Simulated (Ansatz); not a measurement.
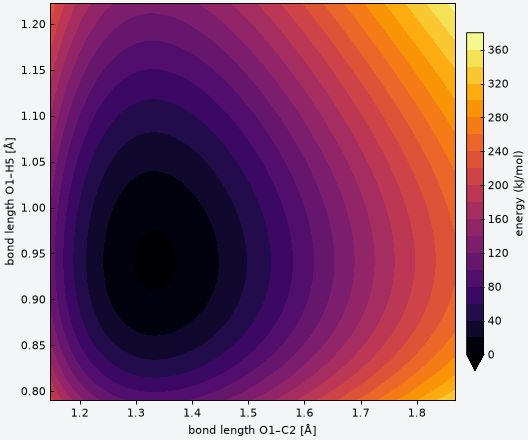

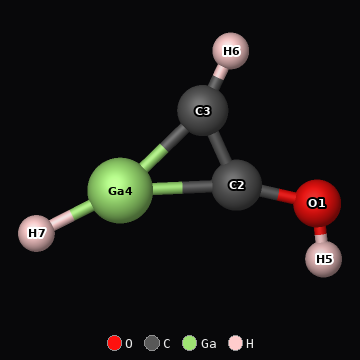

Energy landscape of C₂H₃GaO, SMILES O[C]1=[CH][GaH]1. Coordinates scanned: (1) bond length O1–C2; (2) bond length O1–H5. Nothing is relaxed (all other coordinates rigid). The scan uses an 11 × 11 grid. Points are written as (first, second). Energies are in kJ/mol, from the lowest grid point. These are results of RHF/def2-TZVP in Ansatz, not measurements.

Drawn: filled contours. Between grid points the surface is interpolated. The second picture is the structure at the lowest point.

Q: Describe this landscape.

A: The lowest grid point is at (1.363 Å, 0.920 Å). It is the only kind of minimum in the scanned range. The highest grid point, (1.867 Å, 1.223 Å), lies 366 kJ/mol above the lowest. Round the minimum the two coordinates are nearly uncoupled.

The input of one point:

```yaml
crystal:
  periodic: [false, false, false]
  atoms:
    - { symbol: O, position_ang: [-1.615918, 0.771601, -0.124452] }
    - { symbol: C, position_ang: [-0.390548, 0.177446, -0.067726] }
    - { symbol: C, position_ang: [0.375198, -0.033661, 1.025399] }
    - { symbol: Ga, position_ang: [1.255729, -0.696944, -0.494415] }
    - { symbol: H, position_ang: [-1.918076, 0.78865, -0.99325] }
    - { symbol: H, position_ang: [0.199548, 0.209252, 2.059081] }
    - { symbol: H, position_ang: [2.295034, -1.349011, -1.424463] }
basis:
  gaussian: { orbitals: def2-TZVP }
hamiltonian:
  xc: hf
output:
  forces: true
```

The whole map (121 points run) took 9 min on 1 thread of Arm Neoverse V2 (shared host).
